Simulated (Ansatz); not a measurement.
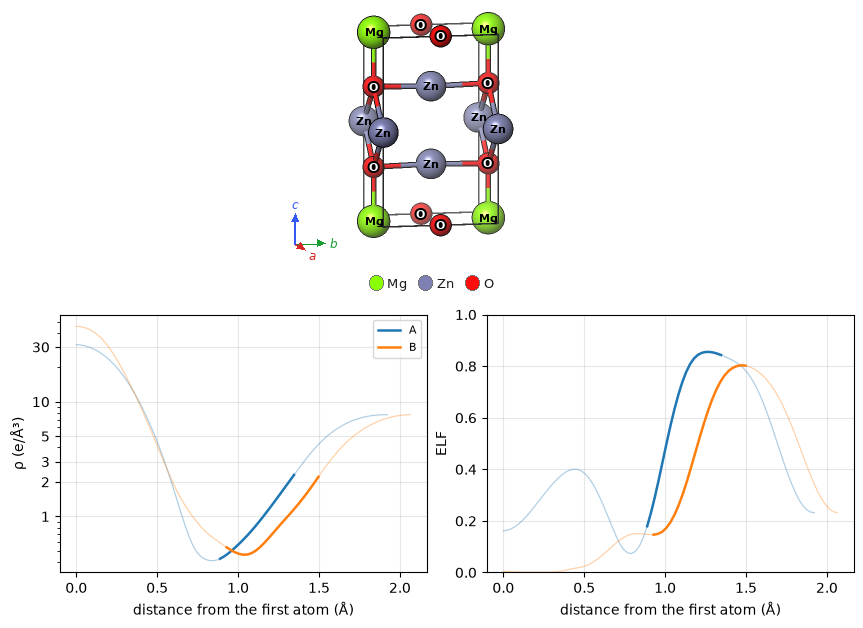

The picture shows: MgZn₃O₃. Valence electron density and ELF along straight lines between neighbouring atoms. Thin, pale parts lie inside the atomic spheres. The structure is drawn too.

Space group Pmmm; a structure generated by program, which may or may not match a known phase.

All numbers below come from DFT PBE, scalar-relativistic, plane waves, PAW in Ansatz 0.2.0.

Core electrons are frozen (PAW), and the valence fields are smoothed inside the atomic spheres.

Input file:

```
crystal:
  lattice:
    - [3.0404794985, 0.0, 0.0]
    - [0.0, 4.1270945056, 0.0]
    - [0.0, 0.0, 6.6867529333]
  atoms:
    - { symbol: Mg, position: [0.5, 0.0, 0.0] }
    - { symbol: Zn, position: [0.5, 0.5, 0.2944053773] }
    - { symbol: Zn, position: [0.5, 0.5, 0.7055946227] }
    - { symbol: Zn, position: [0.0, 0.0, 0.5] }
    - { symbol: O, position: [0.5, 0.0, 0.2874790315] }
    - { symbol: O, position: [0.0, 0.5, 0.0] }
    - { symbol: O, position: [0.5, 0.0, 0.7125209685] }
basis:
  ecutwfc: 420
kpoints:
  mp_grid: { grid: [12, 10, 6] }
  band_path:
    path:
      - [[0.0, 0.0, 0.0], [0.5, 0.0, 0.0], [0.5, 0.5, 0.0], [0.0, 0.5, 0.0], [0.0, 0.0, 0.0], [0.0, 0.0, 0.5], [0.5, 0.0, 0.5], [0.5, 0.5, 0.5], [0.0, 0.5, 0.5], [0.0, 0.0, 0.5]]
      - [[0.5, 0.0, 0.0], [0.5, 0.0, 0.5]]
      - [[0.0, 0.5, 0.0], [0.0, 0.5, 0.5]]
      - [[0.5, 0.5, 0.0], [0.5, 0.5, 0.5]]
    npoints: 14
hamiltonian:
  xc: pbe
scf:
  occupations: { method: gaussian, width: 0.1 }
  n_extra_bands: 17
output:
  forces: true
  stress: true
  eigenvalues: true
  populations: true
  dos: { projected: true, de: 0.02, nscf_kmesh: { grid: [15, 12, 8] } }
  bader: true
  write_density: true
  write_potential: true
  elf: true
  volumetric_format: npy
```

Run with:

```sh
ansatz run input.yaml --threads 1 --pin off --max-ram 2560MiB --backend cpu --events-out ev --progress --plain --runs-dir out
```

Below, planes, directions and counts refer to the conventional cell (a = 3.04 Å, b = 4.13 Å, c = 6.69 Å, α = 90.00°, β = 90.00°, γ = 90.00°).

Which curve belongs to which contact (Mg–O and Zn–O)? The first atom named is at distance zero.

Curve A: Mg–O (1.92 Å): the density is about 0.5 e/Å³ at the midpoint; the ELF peaks at about 0.85 in the valence shell of O, 0.6 Å from its nucleus, and is about 0.35 at the midpoint. Curve B: Zn–O (2.06 Å): ρ is about 0.46 e/Å³ halfway; the ELF peaks at about 0.80 in the valence shell of O, 0.6 Å from its nucleus, and is about 0.20 at the midpoint: no shared electron pair shows on this line.
